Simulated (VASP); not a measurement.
Band structure of MgF2 (rutile). Level of theory: PBEsol GGA, VASP's PBE PAW potentials (set 64) (plane waves; VASP).

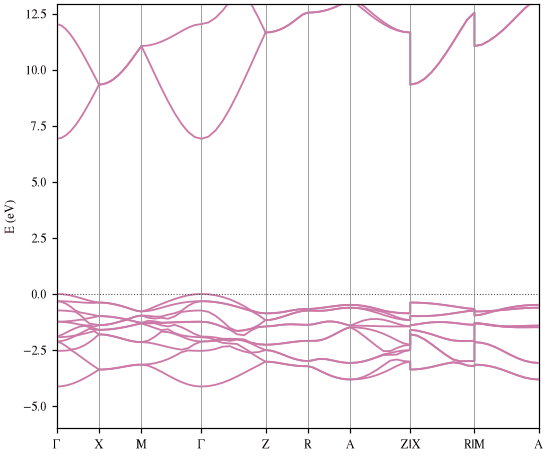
Bands along high-symmetry lines, zero at the valence-band maximum or, without a gap, the Fermi level

Problem. Read the plot: is there a gap, and where are the band edges?

Solution. The gap is direct, 6.92 eV, from the valence maximum at Γ to the conduction minimum at Γ. (Edges off the drawn lines would not show.)

Measured: gap 12.40 eV (computed value off by -5.48 eV), as given by Andrés Aguado et al., Journal of the Physical Society of Japan (1999), arXiv:cond-mat/9901145.

The compound is MgF2 in the rutile structure. It was relaxed first.
